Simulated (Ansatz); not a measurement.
## Swapping OH for F on Si: the dipole moment

Gas-phase molecules. On one Si centre that keeps NH2, n of the OH ligands are replaced by F. The dipole moment y in D at wB97M-V/def2-TZVPP. Shapes: PBE0-D4/def2-TZVP. Flexible molecules stand in one conformer, not always the lowest. Programs: Ansatz 0.2.0.

```
     molecule  n  y (D)
 Si(NH2)(OH)3  0   1.07
Si(NH2)(OH)2F  1      ?
Si(NH2)(OH)F2  2   3.19
    Si(NH2)F3  3   2.82
```

Problem. Fit y = c + s·n to the known rows and predict Si(NH2)(OH)2F.

Solution. 
1. Means of the 3 rows: n = 1.66667, y = 2.360.
2. Σ(Δn)² = 4.6667, Σ(Δn·Δy) = 3.04, so the slope is 3.04/4.6667 = 0.65142.
3. Intercept: 2.360 − (0.65142) × 1.66667 = 1.274. The largest residual of the fit is 0.61.
4. Si(NH2)(OH)2F: 1.274 + (0.65142) × 1 = 1.93 D.

The run gave 1.67 D, so the prediction is off by +0.26 D, within the largest residual. The steps per swap are uneven (+0.60, +1.52, -0.37), so a line is a poor model. Dipoles add as vectors. Other levels give for Si(NH2)(OH)2F: PBE-D4/def2-TZVPP 1.66; B3LYP-D4/def2-TZVPP 1.69 D. The series isn't monotonic at this level.

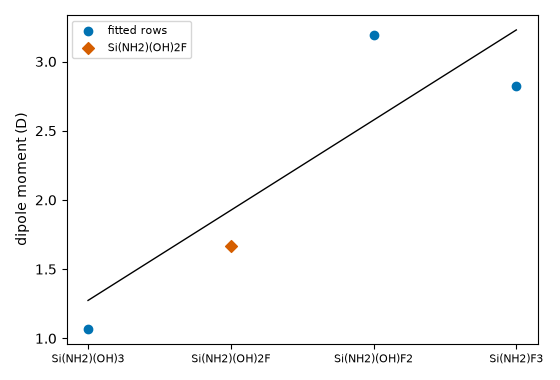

The fitted line, with the withheld member.
